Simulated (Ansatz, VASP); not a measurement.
**Al2Pt: VASP beside Ansatz**

One calculation is typed for both programs; each brings its own data sets and cutoff. How far apart do they land? The cell comes out of the VASP series on this material, whose earlier steps may have relaxed, scaled or displaced it; both programs get it as it stands.

Method: plane waves, with VASP 6.6.1 beside it; zone-centre phonons at revPBE, in Ansatz 0.2.0.

## (1) Set-up

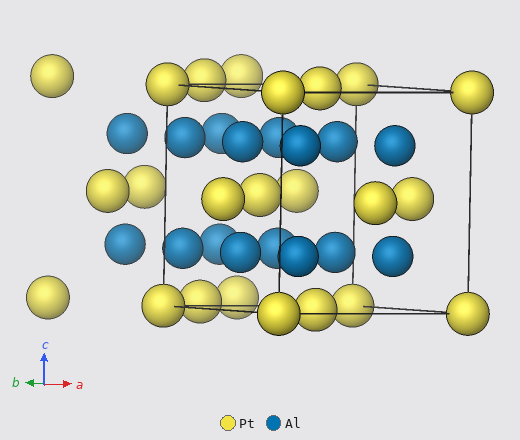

The starting structure, seen slightly off an axis (platinum yellow, aluminium blue). 1×2×1 cells are drawn. This picture shows the conventional cell, with its axes. Some periodic images of atoms are drawn too.

## (2) Ansatz: zone-centre phonons, revPBE

Ansatz runs on its default PAW (the set named soft_2) files.

Second derivatives magnify differences that forces hide, and they need a tight electronic threshold.

The input, input.yaml:

```yaml
crystal:
  lattice:
    - [0.0, 2.9842601857, 2.9842601857]
    - [2.9842601857, 0.0, 2.9842601857]
    - [2.9842601857, 2.9842601857, 0.0]
  atoms:
    - { symbol: Pt, position: [0.0, 0.0, 0.0] }
    - { symbol: Al, position: [0.75, 0.75, 0.75] }
    - { symbol: Al, position: [0.25, 0.25, 0.25] }
hamiltonian:
  xc: revpbe
  pseudopotentials: { kind: paw }
kpoints:
  mp_grid: { grid: [11, 11, 11] }
scf:
  occupations: { method: methfessel_paxton, width: 0.2 }
phonons:
  method: dfpt
  qpoints: [[0, 0, 0]]
```

Launch:

```bash
ansatz run input.yaml --threads 4 --pin off --max-ram 9216MiB --backend cpu --events-out ev --progress --plain --runs-dir out
```

Numbers of over 12 decimals in the logs are rounded to 6 here.

What it wrote:

```text
zone centre: on kpoints.mp_grid the ground state, and the responses unless they are solved on pairs of k-points, stand on 126 of the mesh's 1331 k-points, reduced under 8 symmetry operations, with k and −k counted as one. Each operation leaves every solved displacement unchanged or reverses it
Engine: ansatz 0.2.0, aarch64-unknown-linux-gnu
Pseudopotentials: kind: paw
Pseudopotential: Pt, paw, valence charge 18, recommended cutoff 420 eV (normal), Pt.paw.azcp
Pseudopotential: Al, paw, valence charge 3, recommended cutoff 420 eV (normal), Al.paw.azcp
Functional definition: revPBE
  parameter kappa = 1.245
  parameter beta = 0.066725
  exchange = pbe_x(kappa = kappa, mu = beta*pi^2/3)
  correlation = pbe_c(beta = beta)
Crystal: 3 atoms, lattice volume = 53.155 Å³
Basis set: ecut = 420 eV, 1037 PW (Γ), exchange–correlation on 60×60×60 points (8 copies of the dense FFT grid, shifted against one another)
Bands: 16, of which v1, the nominal top of the filled ones, is band 12 counted from 1 (11 counted from 0)
Symmetry: 48 space group operations
k-points: 126 of 1331 (irreducible under 8 space group operations, time reversal used)
Non-local potential: Pt, projectors of the file, l = 0: 3, l = 1: 2, l = 2: 2, l = 3: 1
Non-local potential: Al, projectors of the file, l = 0: 2, l = 1: 2, l = 2: 1
PAW form: soft (Blöchl's): semilocal exchange-correlation on the pseudo side does not see the compensation charge
PAW frozen core: Pt, regenerated for the run's functional, and the local potential with it (the file was generated under x = pbe(κ = 0.804, μ = 0.219515), c = pbe(β = 0.066725))
PAW frozen core: Al, regenerated for the run's functional, and the local potential with it (the file was generated under x = pbe(κ = 0.804, μ = 0.219515), c = pbe(β = 0.066725))
PAW one-centre angular grid: Pt, 590 points (default); XC on 64 Gauss nodes
PAW one-centre angular grid: Al, 110 points (default); XC on 64 Gauss nodes
Initial density: superposition of atomic densities (neutral atoms: chi_scale 0, normalization atom), corrected by the library's trained network
Initial wavefunctions: pseudopotential atomic-orbital guess
Functional: x = revpbe(κ = 1.245, μ = 0.219515), c = pbe(β = 0.066725)
SCF iter   1: F=—  HF=-13614.703201 eV  |F-HF|=—  |Δ(HF+E_count)|=         —  Δρ=1.82e-3  dr2=1.14e-3  ethr=1.77e-3  ⟨swp⟩=5.2  Hψ=10212  notcnv=0
preconditioner: auto → Kerker (q_TF=auto, 2.390 Å⁻¹)  [metal: Δε(μ)=0.012 eV  Ē_g=8.151 eV  σ=0.200 eV  W_gap=0.05  n_scr=14 (ndim 8)  ℏωp=20.4 eV  f_vac=0.002  D(μ)=1.30/eV (n_scr^D=8)]
SCF iter   2: F=—  HF=-13614.703638 eV  |F-HF|=—  |Δ(HF+E_count)|=   4.37e-4  S|Δr|=    0.00e0  Δρ=8.78e-4  dr2=2.05e-4  ethr=4.74e-6  ⟨swp⟩=2.5  Hψ=4411  notcnv=0
SCF iter   3: F=—  HF=-13614.703796 eV  |F-HF|=—  |Δ(HF+E_count)|=   1.58e-4  S|Δr|=    0.00e0  Δρ=4.82e-4  dr2=7.48e-5  ethr=8.52e-7  ⟨swp⟩=1.0  Hψ=1992  notcnv=0
SCF iter   4: F=—  HF=-13614.703840 eV  |F-HF|=—  |Δ(HF+E_count)|=   4.39e-5  S|Δr|=    0.00e0  Δρ=7.29e-5  dr2=3.01e-6  ethr=3.12e-7  ⟨swp⟩=2.2  Hψ=2985  notcnv=0
SCF iter   5: F=—  HF=-13614.703839 eV  |F-HF|=—  |Δ(HF+E_count)|=   1.04e-6  S|Δr|=    0.00e0  Δρ=1.16e-5  dr2=1.07e-7  ethr=1.25e-8  ⟨swp⟩=2.1  Hψ=3028  notcnv=0
SCF iter   6: F=—  HF=-13614.703839 eV  |F-HF|=—  |Δ(HF+E_count)|=   9.29e-8  S|Δr|=    0.00e0  Δρ=4.58e-6  dr2=2.30e-8  ethr=4.45e-10  ⟨swp⟩=2.1  Hψ=2755  notcnv=0
SCF iter   7: F=—  HF=-13614.703839 eV  |F-HF|=—  |Δ(HF+E_count)|=   1.72e-8  S|Δr|=    0.00e0  Δρ=1.42e-6  dr2=1.26e-9  ethr=9.57e-11  ⟨swp⟩=2.1  Hψ=2982  notcnv=0
SCF iter   8: F=—  HF=-13614.703839 eV  |F-HF|=—  |Δ(HF+E_count)|=   2.30e-9  S|Δr|=    0.00e0  Δρ=2.23e-7  dr2=2.72e-11  ethr=5.23e-12  ⟨swp⟩=2.0  Hψ=2998  notcnv=0
SCF iter   9: F=-13614.703839 eV  HF=-13614.703839 eV  |F-HF|=3.64e-12  |Δ(HF+E_count)|=  1.06e-10  S|Δr|=    0.00e0  Δρ=4.05e-8  dr2=5.30e-13  ethr=1.00e-12  ⟨swp⟩=6.4  Hψ=9085  notcnv=0
SCF 1 converged in 9 iterations: F = -13614.703839 eV  dr2 = 5.30e-13
  greatest PAW one-centre occupation: 1.000 electrons in one spin orbital (limit 2), on the Pt atom at site 0 (counted from 0), in its partial waves of l = 0
DFPT response loops at Γ: preconditioner auto → Kerker (q_TF=auto, 2.390 Å⁻¹) (partly filled bands, converged f_vac=0.001); β = 1.00, the filter's whole step (`scf.mixing.beta` (0.50) is not read by the response loops under this deck's `scf.mixing.preconditioner`; to damp them name `kerker` or `kerker_dos`, under which they read `scf.mixing.beta`, and type it under 1.00, their step now; both keys bind the ground state too); Broyden in place of MSR1
SCF converged after 9 iterations
Stability not checked: this state was not tested for a lower state beside it, because cold or Methfessel-Paxton smearing, or corrected tetrahedra, fill the levels in a way that the test cannot read (fill_not_monotonic; see scf.lower_state_search)
Free energy (F): -13614.703839 eV
Harris-Foulkes:  -13614.703839 eV  (|F-HF|=3.64e-12)
Internal energy: -13614.703652 eV  (E = F + TS)
E sigma→0 (E₀):  -13614.703792 eV
Entropy (-TS):   -0.000187 eV (-0.062 meV/atom)
Fermi energy:    11.008922 eV
--- Per-component energies (eV) ---
  E_band       = -317.576542
  E_kinetic    = 685.297196
  E_local      = -2732.638312  (includes V_loc(G=0)·N_el)
  E_nonlocal   = 216.268502
  E_hartree    = 1085.816567
  E_xc         = -343.121460
  E_vxc        = -362.580651  (∫ρ·V_xc dr)
  E_paw        = -10402.150788  (= ΣΔE_a)
  E_vpaw       = -295.556637  (= ΣTr[D̂ρ^β])
  E_aug_tail   = 0.000202  (compensation charges beyond the density's cutoff)
  E_ewald      = -2124.119824
  E_core_change = -0.055735  (= ΣΔE_core)
  E_smearing   = -0.000187  (= −TS)
  E_closure    = -0.000000  (closes the sum)
  Σ components = -13614.703839   (vs F -13614.703839, Δ=0.00e0)
--- Band table (eV; the first three rows and the last of 126) ---
  k-point 0: bands = [... 8 lower, 7.4342, 7.4342, 13.8656, 14.8103, 14.8103, 14.8103, 16.2802, 16.2802]
  k-point 1: bands = [... 8 lower, 7.4213, 7.4213, 13.3145, 14.1307, 14.4721, 14.4721, 16.6590, 16.6590]
  k-point 2: bands = [... 8 lower, 7.4035, 7.4035, 11.4757, 13.8078, 13.8078, 14.4229, 16.6366, 16.6422]
  k-point 125: bands = [... 8 lower, 7.2925, 7.7398, 8.2464, 8.5351, 10.2418, 15.5618, 16.4522, 16.9900]
--- Phonons (Γ-DFPT): 2 representative perturbations + reference, on 126 of 1331 k-points (Σ response iterations 6) ---
  k mesh reduced under 8 symmetry operations, with k and −k counted as one. Each operation leaves every solved displacement unchanged or reverses it
  ASR residual: 5.193e-5 → 0.000e0 eV/Å²; symmetrization residual: 7.013e-6 eV/Å²
  ASR residual per site (eV/Å²): 5.19e-5 4.10e-6 4.10e-6
  Γ frequencies (cm⁻¹): 0.00 0.00 0.00 224.99 224.99 224.99 280.92 280.92 280.92
  non-analytic LO–TO correction: not included (Born effective charges unavailable; polar crystals: no LO–TO splitting at Γ)
--- Phonons (arbitrary-q DFPT): 1 explicit q-point ---
  q = [0, 0, 0] (of the zone-centre solve; hermiticity 1.78e-6, symmetrization 7.93e-14): -0.00 -0.00 -0.00 224.99 224.99 224.99 280.92 280.92 280.92
  sum rule: each row above includes the acoustic sum rule's correction from the zone centre's row sums; it moved no ω² by more than (0.27 cm⁻¹)²
```

Wall time 8.9 s (4 threads of Arm Neoverse V1, shared host); peak memory 0.61 GiB; 32 s of CPU time.

Reading the cycles: dr2 is the Hartree energy of the density residual (eV), the measure of convergence; HF is the Harris–Foulkes estimate of the energy, which meets the free energy F at convergence.

[end of part 1 of 2]

[Lines on the potential files, build, host, timing and source positions are cut from VASP's logs without a mark.]

[Logs are printed without paths, hosts, clocks, repeated set-up lines and the standing remarks that a program may print on its own settings, such as how far it seeks lower states.]

[Hosts, paths, dates, database ids (printed as entryN), source tags and the programs' standing remarks are cut or masked in the printed files.]
